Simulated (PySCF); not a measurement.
# GaB (triplet): what the fields show

```xyz
2

Ga    0.0000    0.0000   -0.3077
B     0.0000    0.0000    1.9263
```

The calculation used PBE0/def2-SVP, non-relativistic Hamiltonian with scalar-relativistic core potentials where named, at a bond length of 2.234 Å in PySCF 2.14.0.

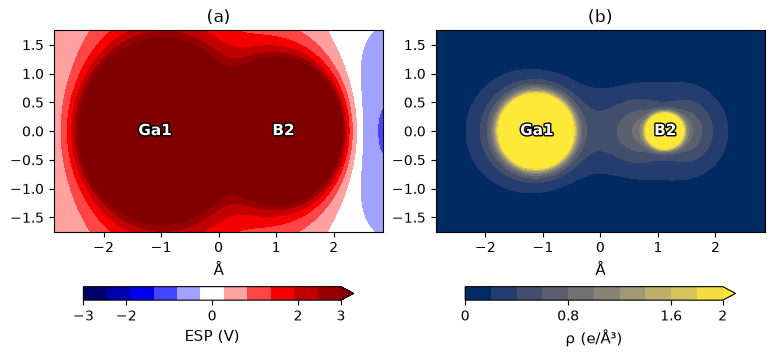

Figure 1. (a) molecular electrostatic potential; (b) electron density on a plane that holds the molecular axis.

Question: What do the fields say about this system?

Answer:
- The section cuts through Ga and B sites.
- Ga–B (2.23 Å): ρ at the midpoint is about 0.49 e/Å³.
- Outside the dense part of the molecule the potential is most negative (−0.9 V) near Ga1.

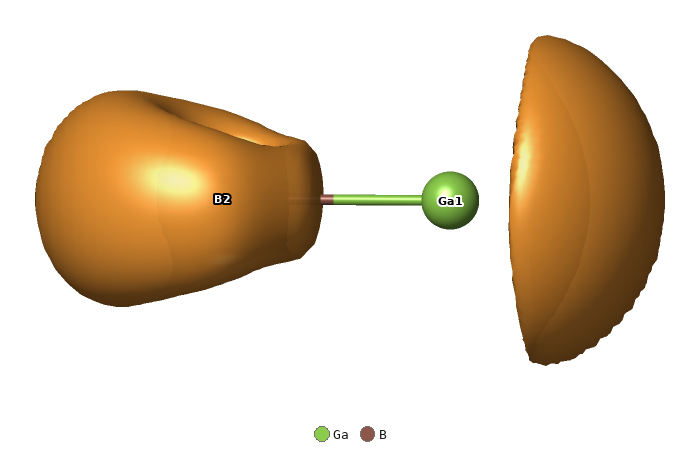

Figure 2. Isosurface of the electron localisation function at 0.85 (orange), seen from one side. Core shells and regions of very low density are left out.

Question: What do the ELF domains correspond to?

Answer: At this value the surface marks out one lobe on B, pointing away from the bonds (non-bonding electrons) and one lobe on Ga, pointing away from the bonds (non-bonding electrons).


Ga–B (2.23 Å): the ELF peaks at about 0.95 in the valence shell of B, 0.8 Å from its nucleus, and is about 0.65 at the midpoint.

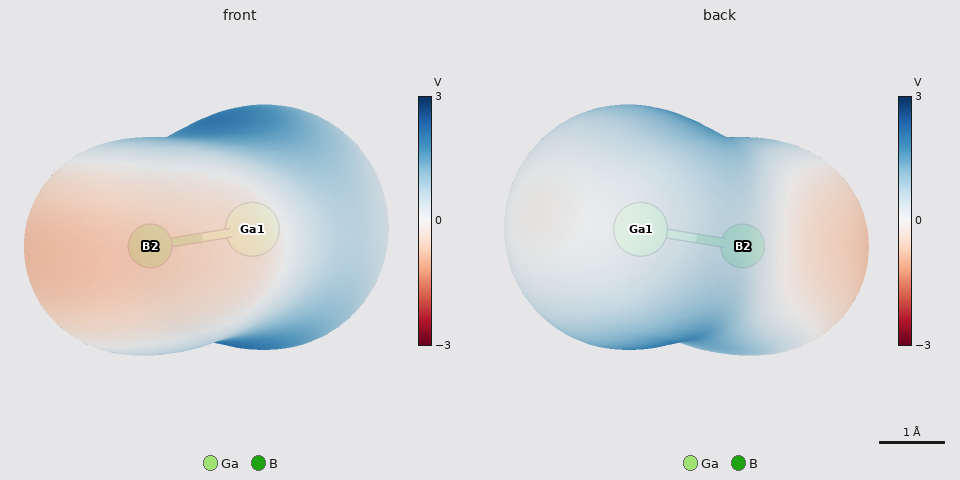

Figure 3. The molecular electrostatic potential painted on the density surface at 0.002 e/bohr³, seen from the front and from behind; the colour scale runs from red (negative) to blue (positive).

Question: Which sites attract a positive test charge, and which a negative one?

Answer: A positive charge is drawn to the negative regions and a negative charge to the positive ones. The most negative region (about −0.9 V) lies over B2, the most positive (about +2.1 V) over Ga1.
